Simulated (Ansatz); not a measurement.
Input

```
crystal:
  periodic: [false, false, false]
  atoms:
    - {symbol: Al, position_ang: [0.579908, -0.978651, 1.708769]}
    - {symbol: H, position_ang: [1.029630, -1.738289, 3.034001]}
    - {symbol: Te, position_ang: [1.835284, 1.344891, 1.172523]}
    - {symbol: Al, position_ang: [-0.719649, 1.859843, 0.486928]}
    - {symbol: H, position_ang: [-1.277695, 3.302701, 0.864135]}
    - {symbol: Te, position_ang: [-2.009542, -0.245783, 1.566185]}
    - {symbol: Al, position_ang: [-1.472045, -1.078769, -0.939880]}
    - {symbol: H, position_ang: [-2.614081, -1.915716, -1.668450]}
    - {symbol: Te, position_ang: [0.897505, -2.318816, -0.607745]}
    - {symbol: Al, position_ang: [1.611764, 0.197574, -1.255812]}
    - {symbol: H, position_ang: [2.862131, 0.351295, -2.229720]}
    - {symbol: Te, position_ang: [-0.723210, 1.219710, -2.130955]}
basis:
  gaussian: {orbitals: def2-TZVP, initial_orbitals: start.molden}
hamiltonian: {xc: pbe0, dispersion: d4}
scf: {omitted_lower_state_checks: [starts]}
output: {forces: true, orbitals: {seedname: orbitals}}
```

Command:

```sh
ansatz run in.yaml --threads 4 --pin off --events-out ev --progress --plain --max-ram 6963MiB
```

Geometry: PBE-D4/def2-SVP; core potentials replace the inner electrons of Te.

These are results of Ansatz, RKS PBE0-D4/def2-TZVP, not measurements.

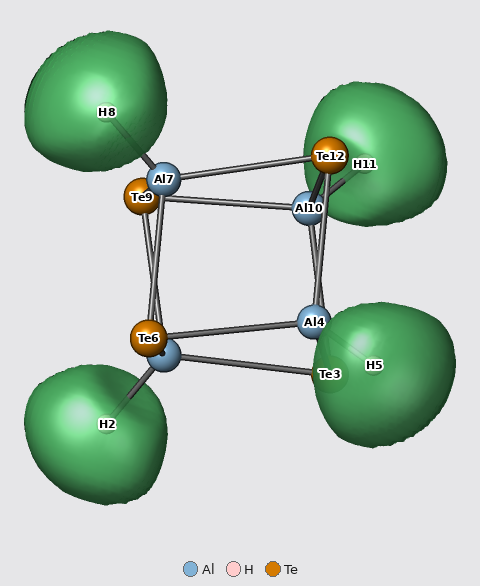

Al₄H₄Te₄ ((HAlTe)4 cubane). Isosurface of the ELF at 0.9 (green), seen from one side. Core shells and regions of very low density are left out.

Describe the localisation domains.

Answer. The ELF exceeds this value in four regions around hydrogen nuclei.

Values along the shortest contacts:
Al–Te (2.69 Å): the ELF peaks at about 0.85 between the atoms: a covalent bond. Al–H (1.59 Å): the ELF climbs to about 1 towards the hydrogen.
